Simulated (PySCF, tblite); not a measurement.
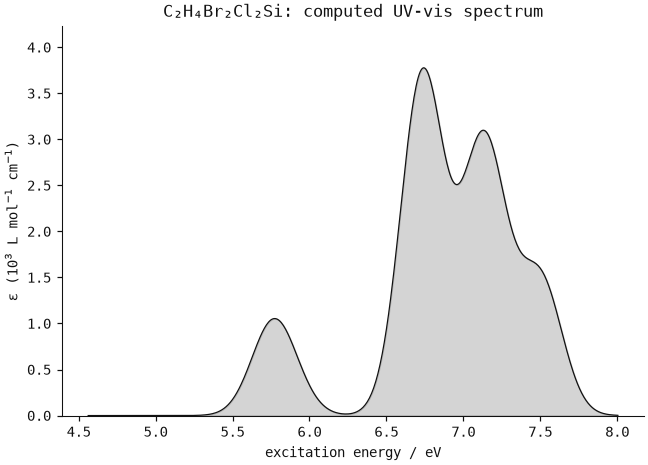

Computed absorption of C₂H₄Br₂Cl₂Si, SMILES ClC[Si@@](Cl)(Br)CBr. Vertical TDDFT excitations, CAM-B3LYP/def2-SVPD with PySCF, at a GFN2-xTB geometry (a minimum by its frequencies), gas phase. Only the first 8 singlet excitations are included; each is broadened by a Gaussian of 1/e half-width 0.20 eV.

Question: Does any vertical transition fall in the visible?

Answer: No singlet lies below 3.1 eV (beyond 400 nm), so at this level no vertical transition falls in the visible.

Question: Where is the lowest singlet, and is it bright?

Answer: S1 lies at 5.76 eV (215 nm) with f = 0.012, mainly HOMO → LUMO (77 %); it is weak.

Question: Where is the maximum of the broadened curve, and how high is it?

Answer: At about 6.7 eV (184 nm), with ε near 3800 L mol⁻¹ cm⁻¹.

Known limits of this run: the tight-binding geometry is rougher than a DFT one and adds to the error; spin-orbit coupling is left out, and with Br it can shift these levels and split any degenerate set; one conformer of a flexible molecule; core orbitals are frozen in the response.
